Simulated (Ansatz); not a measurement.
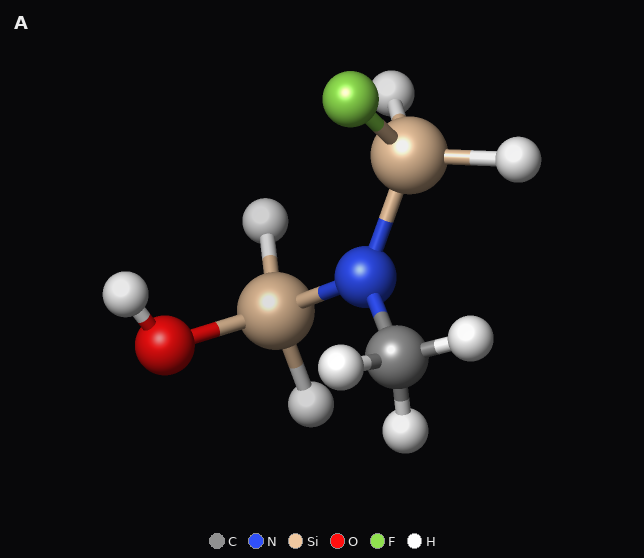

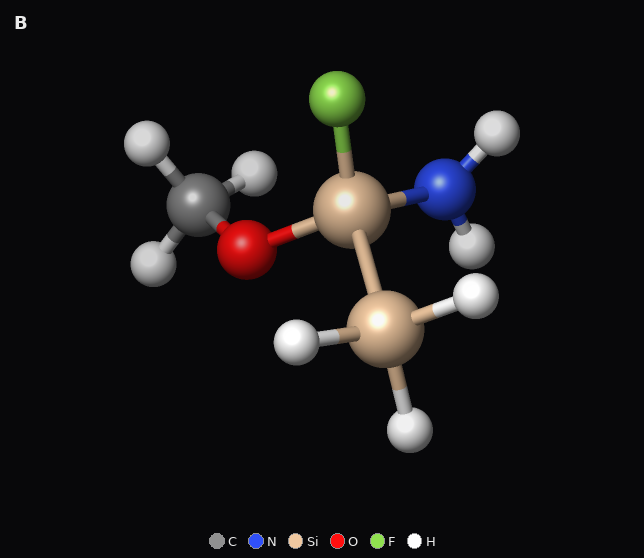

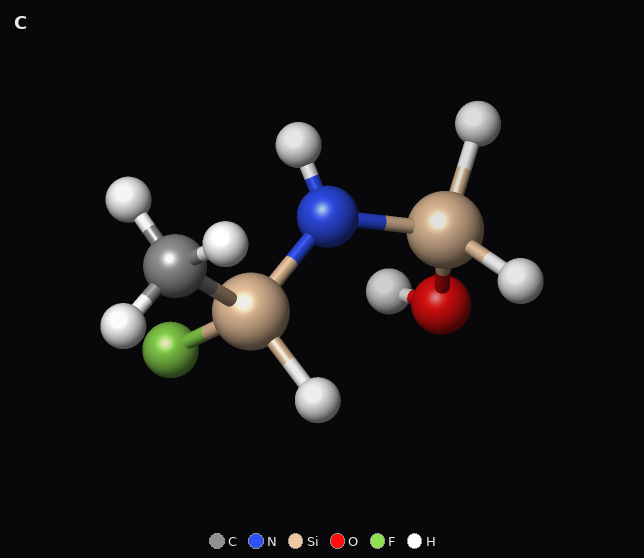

3 stationary structures of one formula. Geometries: PBE0-D4/def2-TZVP. Electronic energies: CCSD(T)/CBS (MP2 limit from def2-TZVPP and def2-QZVPP plus CCSD(T) − MP2) (Ansatz 0.2.0), without zero-point energy. No frequency run is at hand to confirm each as a minimum. Each is one conformer, not always the lowest.

> How are they related?

They are constitutional isomers of CH8FNOSi2: A `CN([SiH2]O)[SiH2]F`, B `CO[Si@@](N)(F)[SiH3]`, C `C[Si@@H](F)N[SiH2]O`.

> Which structure is the most stable?

C is lowest; A lies 0.950 eV above it (a minimum), B lies 1.687 eV above it.
